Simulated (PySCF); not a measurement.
Run report: C2H7ClOSi2, geometry relaxation

System: C2H7ClOSi2.
Method: PBE0-D3(BJ)/def2-SVP geometry optimisation, gas phase (PySCF 2.14.0).

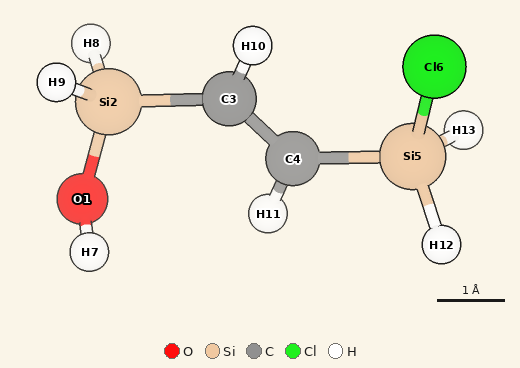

*The input geometry (ball-and-stick view, seen at a tilt; atoms are numbered from 1 in the order of the input).*

Results in brief:

| quantity | value |
| --- | --- |
| outcome | converged |
| total energy | −1193.892214 hartree |
| dipole moment | 1.85 D |
| point group | C1 |
| hardware | 1 CPU thread, shared host |
| wall time | 3.4 min |
| peak memory | 0.55 GiB |

Input file:
```
{"job": {"xc": "PBE0", "basis": "def2-SVP", "d3": "d3bj", "grid": 1, "shake": 0.01, "kind": "geom"}, "charge": 0, "multiplicity": 1}
O     -2.589540    -0.699430     0.768790
Si    -2.106530     0.179510    -0.523000
C     -0.243990     0.386550    -0.514100
C      0.645580    -0.325090     0.243270
Si     2.484600    -0.188870     0.249710
Cl     3.026880     1.495230    -0.737030
H     -2.414640    -0.403090     1.659000
H     -2.528700    -0.657300    -1.625030
H     -2.705920     1.525820    -0.505130
H      0.199070     1.131580    -1.157030
H      0.178770    -1.082420     0.912060
H      2.983290    -0.065880     1.641120
H      3.076940    -1.313480    -0.422940
```

The first line tells a small driver script what to run in PySCF; the rest is the geometry in Å.

Launched with:
```bash
OMP_NUM_THREADS=1 python <driver script> task.json out
```

The program's output:
```
step   0  E = -1193.88507060  max force = 0.037976
step   1  E = -1193.89109382  max force = 0.004375
step   2  E = -1193.89157027  max force = 0.002901
step   3  E = -1193.89179394  max force = 0.001378
step   4  E = -1193.89189982  max force = 0.000937
step   5  E = -1193.89195630  max force = 0.000857
step   6  E = -1193.89206751  max force = 0.001329
step   7  E = -1193.89210883  max force = 0.001424
step   8  E = -1193.89216160  max force = 0.000807
step   9  E = -1193.89217873  max force = 0.000466
step  10  E = -1193.89218483  max force = 0.000729
step  11  E = -1193.89217376  max force = 0.001033
step  12  E = -1193.89219435  max force = 0.000773
step  13  E = -1193.89221075  max force = 0.000441
step  14  E = -1193.89219521  max force = 0.000386
step  15  E = -1193.89219380  max force = 0.000379
step  16  E = -1193.89220180  max force = 0.000247
step  17  E = -1193.89220836  max force = 0.000181
step  18  E = -1193.89221392  max force = 0.000160
optimisation converged
```

Trajectory as extended XYZ (Å, eV, eV/Å), 17 of the 19 frames kept, from step=0 to step=18:
```
13
Properties=species:S:1:pos:R:3:forces:R:3 step=0 energy=-32487.26752
O    -2.5895   -0.6994    0.7688   -0.3511  -0.7283   0.6692
Si   -2.1065    0.1795   -0.5230    0.7990   0.2445   0.3255
C    -0.2440    0.3866   -0.5141    1.0097  -0.8064   0.8322
C     0.6456   -0.3251    0.2433   -1.9528   0.0740  -0.2563
Si    2.4846   -0.1889    0.2497   -0.4998   0.2787   0.7547
Cl    3.0269    1.4952   -0.7370    0.2629   0.8352  -0.5610
H    -2.4146   -0.4031    1.6590    0.0668   0.1808   0.2527
H    -2.5287   -0.6573   -1.6250   -0.2616  -0.2035  -0.8606
H    -2.7059    1.5258   -0.5051   -0.1937   0.3786  -0.2010
H     0.1991    1.1316   -1.1570    0.2177   0.6061  -0.5546
H     0.1788   -1.0824    0.9121    0.3280   0.1273  -0.1384
H     2.9833   -0.0659    1.6411    0.0797  -0.1117   0.1435
H     3.0769   -1.3135   -0.4229    0.4951  -0.8753  -0.4059
13
Properties=species:S:1:pos:R:3:forces:R:3 step=1 energy=-32487.43142
O    -2.5444   -0.5537    0.9665    0.0047  -0.0084  -0.0283
Si   -2.0781    0.3455   -0.3598    0.0416   0.0162  -0.1141
C    -0.2081    0.4682   -0.4370   -0.1134  -0.0163  -0.2250
C     0.5835   -0.4406    0.1544    0.1798   0.1184   0.1746
Si    2.4482   -0.3859    0.1041    0.1162   0.0930  -0.1976
Cl    3.0222    1.3368   -0.9300   -0.0577  -0.2115   0.1335
H    -2.3450   -0.1852    1.8334   -0.0078  -0.0038  -0.0841
H    -2.5619   -0.3744   -1.5755   -0.0529  -0.0250   0.1232
H    -2.6745    1.7170   -0.3612    0.0177   0.0243   0.0737
H     0.2626    1.2568   -1.0470   -0.0221  -0.0225   0.1077
H     0.1171   -1.2320    0.7580   -0.0323  -0.0666   0.0071
H     3.0205   -0.3359    1.4795   -0.0058   0.0500   0.0133
H     3.0442   -1.5608   -0.6025   -0.0681   0.0522   0.0159
13
Properties=species:S:1:pos:R:3:forces:R:3 step=2 energy=-32487.44438
O    -2.5543   -0.5792    0.9356   -0.0152  -0.0447   0.0139
Si   -2.0859    0.3488   -0.3675    0.0349  -0.0226  -0.0223
C    -0.2154    0.4622   -0.4403    0.0693  -0.0032  -0.0850
C     0.5965   -0.4213    0.1672   -0.0801   0.0529   0.1492
Si    2.4605   -0.3813    0.1038    0.0395   0.1260  -0.0856
Cl    3.0439    1.3014   -0.9732   -0.0290  -0.0885   0.0586
H    -2.3458   -0.2305    1.8069   -0.0002   0.0102   0.0047
H    -2.6027   -0.3523   -1.5760   -0.0139   0.0037   0.0163
H    -2.6686    1.7263   -0.3210    0.0347   0.0142   0.0323
H     0.2508    1.2633   -1.0329    0.0019   0.0004  -0.0348
H     0.1357   -1.2101    0.7823    0.0019  -0.0574  -0.0474
H     3.0406   -0.2925    1.4747   -0.0049   0.0158  -0.0017
H     3.0311   -1.5790   -0.5767   -0.0388  -0.0067   0.0017
13
Properties=species:S:1:pos:R:3:forces:R:3 step=3 energy=-32487.45047
O    -2.5296   -0.6022    0.9229    0.0027  -0.0502   0.0221
Si   -2.0755    0.3478   -0.3691   -0.0319   0.0259  -0.0124
C    -0.2080    0.4566   -0.4656   -0.0604  -0.0693   0.0692
C     0.5861   -0.4177    0.1778   -0.0082   0.0531   0.0116
Si    2.4475   -0.3674    0.1070    0.0123  -0.0002   0.0709
Cl    3.0226    1.2872   -1.0001    0.0158   0.0317  -0.0275
H    -2.3009   -0.2692    1.7945    0.0028   0.0159   0.0548
H    -2.6384   -0.3332   -1.5651   -0.0021   0.0212  -0.0551
H    -2.6333    1.7336   -0.2726    0.0035   0.0016   0.0044
H     0.2635    1.2562   -1.0547    0.0178  -0.0241  -0.0464
H     0.1202   -1.2108    0.7866    0.0090   0.0400  -0.0687
H     3.0311   -0.2441    1.4741    0.0155  -0.0050  -0.0129
H     3.0012   -1.5809   -0.5529    0.0233  -0.0409  -0.0100
13
Properties=species:S:1:pos:R:3:forces:R:3 step=4 energy=-32487.45335
O    -2.5193   -0.6150    0.9312    0.0185  -0.0167   0.0039
Si   -2.0843    0.3442   -0.3628   -0.0217  -0.0011   0.0061
C    -0.2181    0.4553   -0.4829    0.0192  -0.0018   0.0245
C     0.5887   -0.4026    0.1654   -0.0157  -0.0193   0.0048
Si    2.4527   -0.3614    0.1102   -0.0351  -0.0094   0.0251
Cl    3.0492    1.2792   -1.0041    0.0130   0.0482  -0.0418
H    -2.2794   -0.2866    1.8024   -0.0042   0.0073   0.0168
H    -2.6664   -0.3234   -1.5584   -0.0009   0.0233  -0.0286
H    -2.6334    1.7321   -0.2451   -0.0053  -0.0053   0.0028
H     0.2445    1.2511   -1.0847    0.0064  -0.0034  -0.0258
H     0.1228   -1.1984    0.7681    0.0108   0.0066   0.0162
H     3.0291   -0.2318    1.4795   -0.0003  -0.0072  -0.0067
H     3.0003   -1.5867   -0.5360    0.0154  -0.0211   0.0026
13
Properties=species:S:1:pos:R:3:forces:R:3 step=6 energy=-32487.45791
O    -2.5099   -0.6833    0.9138    0.0299   0.0388  -0.0298
Si   -2.0934    0.3469   -0.3339    0.0347  -0.0267   0.0320
C    -0.2274    0.4461   -0.4809    0.0180   0.0683   0.0110
C     0.5929   -0.3821    0.1881    0.0317   0.0126  -0.0287
Si    2.4562   -0.3402    0.0860   -0.0144  -0.0414  -0.0276
Cl    3.0222    1.2231   -1.1556   -0.0032  -0.0313   0.0104
H    -2.2684   -0.3977    1.8007   -0.0255   0.0011  -0.0455
H    -2.6994   -0.2233   -1.5702    0.0057  -0.0045   0.0436
H    -2.6202    1.7324   -0.1236   -0.0181  -0.0050   0.0193
H     0.2269    1.2220   -1.1170   -0.0257  -0.0470  -0.0189
H     0.1435   -1.1532    0.8314   -0.0139  -0.0346   0.0171
H     3.0693   -0.1225    1.4270    0.0008   0.0189   0.0081
H     2.9941   -1.6123   -0.4830   -0.0200   0.0507   0.0089
13
Properties=species:S:1:pos:R:3:forces:R:3 step=7 energy=-32487.45904
O    -2.4833   -0.7518    0.8942    0.0330   0.0485  -0.0246
Si   -2.0965    0.3525   -0.2979    0.0272  -0.0169   0.0071
C    -0.2351    0.4514   -0.4885   -0.0056   0.0732   0.0126
C     0.5962   -0.3497    0.1991    0.0320  -0.0048  -0.0357
Si    2.4564   -0.3233    0.0617    0.0117  -0.0291  -0.0440
Cl    3.0110    1.1416   -1.3011   -0.0055  -0.0577   0.0540
H    -2.2464   -0.5065    1.7940   -0.0356   0.0036  -0.0312
H    -2.7359   -0.1309   -1.5535    0.0038  -0.0223   0.0358
H    -2.6165    1.7218    0.0148   -0.0068  -0.0054   0.0204
H     0.2040    1.1985   -1.1680   -0.0143  -0.0402  -0.0034
H     0.1570   -1.0959    0.8786   -0.0098  -0.0208   0.0048
H     3.0980   -0.0152    1.3717   -0.0072   0.0269   0.0052
H     2.9774   -1.6365   -0.4222   -0.0230   0.0449  -0.0010
13
Properties=species:S:1:pos:R:3:forces:R:3 step=8 energy=-32487.46047
O    -2.4787   -0.7389    0.8980    0.0295   0.0133  -0.0085
Si   -2.0926    0.3556   -0.3016    0.0055   0.0042  -0.0099
C    -0.2318    0.4600   -0.4908   -0.0126   0.0239   0.0133
C     0.5945   -0.3511    0.1914    0.0146  -0.0055  -0.0155
Si    2.4546   -0.3329    0.0658    0.0175   0.0028  -0.0296
Cl    3.0270    1.1428   -1.2759   -0.0080  -0.0415   0.0294
H    -2.2520   -0.4828    1.7968   -0.0272   0.0072  -0.0066
H    -2.7268   -0.1483   -1.5509    0.0000  -0.0120   0.0131
H    -2.6251    1.7226   -0.0005    0.0024   0.0011   0.0117
H     0.2085    1.2059   -1.1698    0.0016  -0.0180   0.0020
H     0.1493   -1.0995    0.8656   -0.0053  -0.0032  -0.0027
H     3.0858   -0.0370    1.3839   -0.0060   0.0140   0.0042
H     2.9738   -1.6406   -0.4292   -0.0119   0.0137  -0.0011
13
Properties=species:S:1:pos:R:3:forces:R:3 step=9 energy=-32487.46094
O    -2.4735   -0.7308    0.8950    0.0239  -0.0186   0.0104
Si   -2.0868    0.3661   -0.3005   -0.0190   0.0189  -0.0148
C    -0.2269    0.4706   -0.4905   -0.0131  -0.0166   0.0009
C     0.5940   -0.3489    0.1880   -0.0034  -0.0101   0.0094
Si    2.4531   -0.3466    0.0655    0.0131   0.0214   0.0009
Cl    3.0419    1.1134   -1.2822   -0.0019  -0.0051  -0.0017
H    -2.2711   -0.4689    1.7974   -0.0183   0.0120   0.0141
H    -2.7188   -0.1430   -1.5479   -0.0029   0.0028  -0.0106
H    -2.6268    1.7286    0.0075    0.0108   0.0057  -0.0031
H     0.2163    1.2091   -1.1746    0.0118   0.0093   0.0012
H     0.1424   -1.0932    0.8631   -0.0017   0.0053  -0.0079
H     3.0799   -0.0420    1.3841   -0.0016  -0.0036  -0.0013
H     2.9626   -1.6586   -0.4223    0.0022  -0.0215   0.0027
13
Properties=species:S:1:pos:R:3:forces:R:3 step=10 energy=-32487.46111
O    -2.4773   -0.7102    0.8942    0.0166  -0.0307   0.0138
Si   -2.0810    0.3791   -0.3046   -0.0227   0.0151  -0.0073
C    -0.2205    0.4746   -0.4881    0.0015  -0.0375  -0.0072
C     0.5932   -0.3555    0.1867   -0.0171  -0.0025   0.0170
Si    2.4525   -0.3643    0.0687   -0.0039   0.0143   0.0216
Cl    3.0526    1.0903   -1.2771    0.0066   0.0198  -0.0250
H    -2.3008   -0.4374    1.7986   -0.0098   0.0151   0.0185
H    -2.7077   -0.1380   -1.5512   -0.0055   0.0134  -0.0186
H    -2.6194    1.7438   -0.0032    0.0118   0.0071  -0.0110
H     0.2301    1.2100   -1.1703    0.0102   0.0212   0.0011
H     0.1345   -1.0987    0.8583    0.0000   0.0095  -0.0068
H     3.0751   -0.0594    1.3893    0.0033  -0.0130  -0.0037
H     2.9551   -1.6785   -0.4185    0.0090  -0.0318   0.0074
13
Properties=species:S:1:pos:R:3:forces:R:3 step=11 energy=-32487.46081
O    -2.4808   -0.6731    0.8864    0.0048  -0.0358   0.0135
Si   -2.0685    0.4125   -0.3104   -0.0199   0.0095  -0.0001
C    -0.2068    0.4838   -0.4881    0.0199  -0.0531  -0.0158
C     0.5895   -0.3635    0.1863   -0.0185   0.0133   0.0252
Si    2.4491   -0.4061    0.0761   -0.0300  -0.0047   0.0397
Cl    3.0792    1.0117   -1.2918    0.0109   0.0488  -0.0438
H    -2.3605   -0.3840    1.7948    0.0026   0.0178   0.0137
H    -2.6930   -0.0992   -1.5605   -0.0081   0.0252  -0.0207
H    -2.5937    1.7815   -0.0056    0.0077   0.0074  -0.0185
H     0.2588    1.2102   -1.1699    0.0050   0.0214   0.0012
H     0.1133   -1.0962    0.8571    0.0040   0.0047  -0.0049
H     3.0694   -0.0845    1.3938    0.0097  -0.0219  -0.0028
H     2.9302   -1.7374   -0.3854    0.0120  -0.0324   0.0133
13
Properties=species:S:1:pos:R:3:forces:R:3 step=12 energy=-32487.46137
O    -2.4912   -0.6452    0.8825   -0.0055  -0.0231   0.0037
Si   -2.0627    0.4301   -0.3187   -0.0041  -0.0060   0.0100
C    -0.1993    0.4777   -0.4876    0.0224  -0.0350  -0.0181
C     0.5870   -0.3763    0.1900   -0.0171   0.0157   0.0158
Si    2.4470   -0.4275    0.0843   -0.0322  -0.0209   0.0366
Cl    3.0822    0.9862   -1.2861    0.0151   0.0398  -0.0378
H    -2.3898   -0.3450    1.7896    0.0067   0.0143   0.0063
H    -2.6880   -0.0770   -1.5708   -0.0067   0.0222  -0.0130
H    -2.5700    1.8076   -0.0224    0.0035   0.0050  -0.0142
H     0.2772    1.2015   -1.1650   -0.0015   0.0159  -0.0001
H     0.1027   -1.1069    0.8570    0.0016   0.0060   0.0028
H     3.0681   -0.1062    1.4016    0.0079  -0.0173  -0.0020
H     2.9232   -1.7633   -0.3715    0.0099  -0.0166   0.0100
13
Properties=species:S:1:pos:R:3:forces:R:3 step=14 energy=-32487.46139
O    -2.5186   -0.5642    0.8563   -0.0198   0.0196  -0.0121
Si   -2.0423    0.4888   -0.3484    0.0195  -0.0123   0.0061
C    -0.1763    0.4647   -0.4971   -0.0041   0.0163  -0.0037
C     0.5738   -0.4022    0.2044    0.0078   0.0058  -0.0029
Si    2.4333   -0.5011    0.1199    0.0031  -0.0170  -0.0036
Cl    3.1078    0.8824   -1.2687    0.0004  -0.0107   0.0111
H    -2.4548   -0.2399    1.7590    0.0092  -0.0038  -0.0081
H    -2.6782    0.0143   -1.6087    0.0038  -0.0014   0.0051
H    -2.4929    1.8883   -0.0634   -0.0042  -0.0009   0.0064
H     0.3320    1.1725   -1.1691   -0.0053  -0.0146  -0.0067
H     0.0589   -1.1119    0.8702   -0.0014   0.0024   0.0112
H     3.0592   -0.1787    1.4345   -0.0051   0.0016   0.0048
H     2.8845   -1.8572   -0.3061   -0.0039   0.0149  -0.0077
13
Properties=species:S:1:pos:R:3:forces:R:3 step=15 energy=-32487.46135
O    -2.5305   -0.5388    0.8466   -0.0172   0.0195  -0.0106
Si   -2.0359    0.5049   -0.3587    0.0113  -0.0070   0.0030
C    -0.1699    0.4603   -0.4997   -0.0059   0.0149   0.0007
C     0.5702   -0.4084    0.2100    0.0029  -0.0007  -0.0030
Si    2.4289   -0.5218    0.1319    0.0123  -0.0025  -0.0084
Cl    3.1168    0.8588   -1.2539   -0.0025  -0.0169   0.0154
H    -2.4689   -0.2104    1.7478    0.0084  -0.0066  -0.0034
H    -2.6725    0.0362   -1.6207    0.0056  -0.0051   0.0026
H    -2.4719    1.9102   -0.0789   -0.0018  -0.0008   0.0070
H     0.3468    1.1598   -1.1737   -0.0018  -0.0114  -0.0084
H     0.0471   -1.1103    0.8778   -0.0008   0.0057   0.0100
H     3.0534   -0.2047    1.4485   -0.0067   0.0013   0.0040
H     2.8729   -1.8800   -0.2940   -0.0039   0.0095  -0.0089
13
Properties=species:S:1:pos:R:3:forces:R:3 step=16 energy=-32487.46157
O    -2.5332   -0.5377    0.8457   -0.0127   0.0108  -0.0057
Si   -2.0354    0.5050   -0.3587    0.0021   0.0009  -0.0024
C    -0.1699    0.4599   -0.5000   -0.0019   0.0050   0.0030
C     0.5706   -0.4077    0.2108   -0.0032  -0.0030  -0.0014
Si    2.4292   -0.5221    0.1319    0.0075   0.0037  -0.0009
Cl    3.1177    0.8604   -1.2510   -0.0002  -0.0108   0.0087
H    -2.4690   -0.2108    1.7472    0.0080  -0.0051   0.0019
H    -2.6711    0.0353   -1.6206    0.0039  -0.0026  -0.0019
H    -2.4714    1.9103   -0.0787    0.0000  -0.0005   0.0034
H     0.3466    1.1567   -1.1768    0.0000  -0.0053  -0.0079
H     0.0479   -1.1081    0.8808    0.0008   0.0082   0.0079
H     3.0518   -0.2066    1.4498   -0.0035  -0.0025   0.0020
H     2.8726   -1.8788   -0.2976   -0.0007   0.0012  -0.0066
13
Properties=species:S:1:pos:R:3:forces:R:3 step=17 energy=-32487.46175
O    -2.5360   -0.5366    0.8445   -0.0093   0.0064  -0.0014
Si   -2.0354    0.5050   -0.3593   -0.0024   0.0059  -0.0062
C    -0.1701    0.4591   -0.5005    0.0011  -0.0012   0.0022
C     0.5706   -0.4067    0.2122   -0.0030  -0.0021  -0.0004
Si    2.4292   -0.5222    0.1325    0.0019   0.0052   0.0026
Cl    3.1182    0.8632   -1.2468    0.0014  -0.0075   0.0043
H    -2.4668   -0.2121    1.7466    0.0068  -0.0042   0.0024
H    -2.6700    0.0348   -1.6215    0.0022  -0.0007  -0.0021
H    -2.4704    1.9107   -0.0795    0.0000  -0.0006   0.0009
H     0.3460    1.1529   -1.1807    0.0009  -0.0027  -0.0053
H     0.0483   -1.1045    0.8852    0.0008   0.0074   0.0062
H     3.0506   -0.2102    1.4518   -0.0007  -0.0043   0.0008
H     2.8721   -1.8775   -0.3016    0.0003  -0.0015  -0.0039
13
Properties=species:S:1:pos:R:3:forces:R:3 step=18 energy=-32487.46190
O    -2.5395   -0.5351    0.8428   -0.0066   0.0058   0.0001
Si   -2.0358    0.5051   -0.3608   -0.0020   0.0065  -0.0064
C    -0.1705    0.4571   -0.5013    0.0004  -0.0027  -0.0009
C     0.5704   -0.4059    0.2146   -0.0015  -0.0009   0.0009
Si    2.4289   -0.5221    0.1338   -0.0004   0.0045   0.0029
Cl    3.1180    0.8681   -1.2405    0.0019  -0.0082   0.0030
H    -2.4623   -0.2139    1.7454    0.0050  -0.0033   0.0018
H    -2.6698    0.0349   -1.6233    0.0011  -0.0004  -0.0013
H    -2.4688    1.9117   -0.0822   -0.0002  -0.0004  -0.0002
H     0.3454    1.1473   -1.1853    0.0012  -0.0011  -0.0023
H     0.0486   -1.1003    0.8914    0.0005   0.0057   0.0043
H     3.0503   -0.2157    1.4544    0.0003  -0.0038   0.0002
H     2.8714   -1.8756   -0.3062    0.0003  -0.0017  -0.0022
```

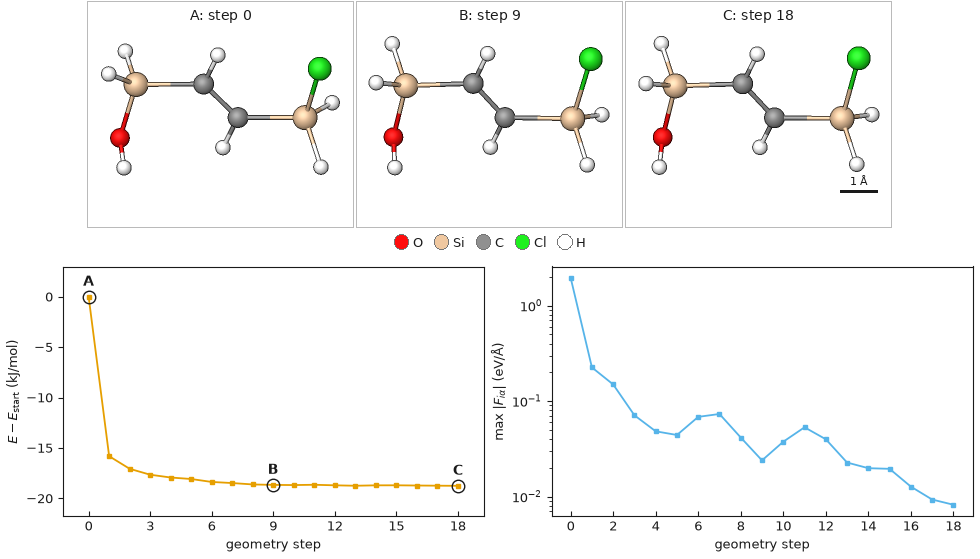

*Frames of the relaxation (ball-and-stick view, seen at a tilt) above the curves, on which the letters mark them (steps are counted from 0).*

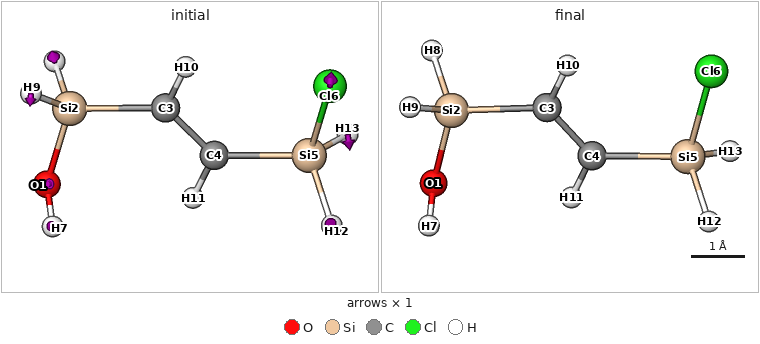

*Before (left) and after (right) the relaxation, at one scale (ball-and-stick view, seen at a tilt). The pink arrows give the displacements, at true length.*

After 18 geometry steps the energy has fallen by 18.8 kJ/mol. The largest force component goes from 2 to 0.0082 eV/Å. The largest move after the best rigid fit is that of Cl6, 0.39 Å. By element the largest moves are Cl 0.39 Å, H 0.33 Å, O 0.24 Å, Si 0.06 Å, C 0.05 Å. Among the contacts that change: Si5–H13 1.438 → 1.490 Å, Si5–Cl6 2.026 → 2.073 Å, Si2–H8 1.447 → 1.489 Å, O1–Si2 1.635 → 1.669 Å. Among the angles that change: H8–Si2–H9 114.8° → 109.3°, O1–Si2–H8 101.8° → 106.6°, Si2–O1–H7 121.0° → 116.4°. (Atoms are counted from 1 in the order of the input.)
